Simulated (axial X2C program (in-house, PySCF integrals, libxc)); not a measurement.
**Run report: SrMg, relativistic diatomic calculation**

System: SrMg, single determinant with Ω = 0. The distance is the PBE0 minimum at charge 0.
Method: expectation values, HF and Kohn-Sham, two-component X2C with atomic mean-field Coulomb and Gaunt terms, Sr dyall-cv3z, Mg dyall-cv3z (cores contracted) (axial X2C program (in-house, PySCF integrals, libxc)).

### Input
```
{"zs": [38, 12], "q": 0, "bas": ["dyall-cv3z", "dyall-cv3z"], "r0": 3.24, "levels": ["PBE0", "HF", "PBE50", "PBE", "LDA"], "nst": 3}
```

The line is the task of a batch: nuclear charges, charge, bases, the levels to run, a first guess of the distance and further settings. This report covers the levels named above. The log is that of the reference distance, started from orbitals converged before.

Launched within a batch (the task file carries these settings):
```bash
python <driver script> task.json out
```

### Log
```
two-component X2C + atomic mean field  PBE0
basis functions 217  fitting functions 991  grid points 5088
iter        total energy     max residual
   1      -3378.063183201     6.22e-05
   2      -3378.063183202     5.07e-06
converged
one-electron -4792.23229137  Coulomb 1478.38233279  exact exchange -29.97746768  xc functional -91.93985805  nuclear repulsion 59.05648756  atomic mean-field constant -1.35238646
```

### Expectation values by level of theory

```tsv
quantity	PBE0	HF	PBE50	PBE	LDA
effective field for an electron dipole moment (GV/cm)	–	–	–	–	–
field gradient at the first nucleus (a.u.)	−0.195	−0.140	−0.173	−0.220	−0.207
field gradient at the second nucleus (a.u.)	−0.0778	−0.0439	−0.0665	−0.0921	−0.0860
A∥/gI, first nucleus (MHz)	–	–	–	–	–
A∥/gI, second nucleus (MHz)	–	–	–	–	–
```

Each column comes from one determinant, in a basis with contracted cores. A dash marks a value that vanishes by symmetry, wasn't computed or didn't converge. The spread over the levels shows only part of the uncertainty.

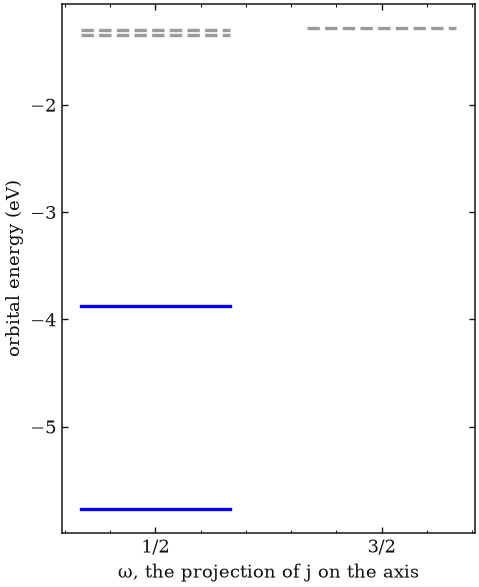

Figure 1. Orbital energies (PBE0) near the frontier at 4.09 Å, filled (solid) and empty (dashed); the Kramers partners at −ω are degenerate and not drawn. The highest filled spinor (1/2; 70 % Sr s, 14 % Mg p) lies at −3.88 eV, the lowest empty one (1/2; 51 % Mg p, 31 % Sr p) at −1.35 eV.

### Summary

```tsv
quantity	value
outcome	converged
hardware	1 thread of Arm Neoverse V2, 24 GiB of memory available, shared host
wall time	2 s
peak memory	0.48 GiB
```
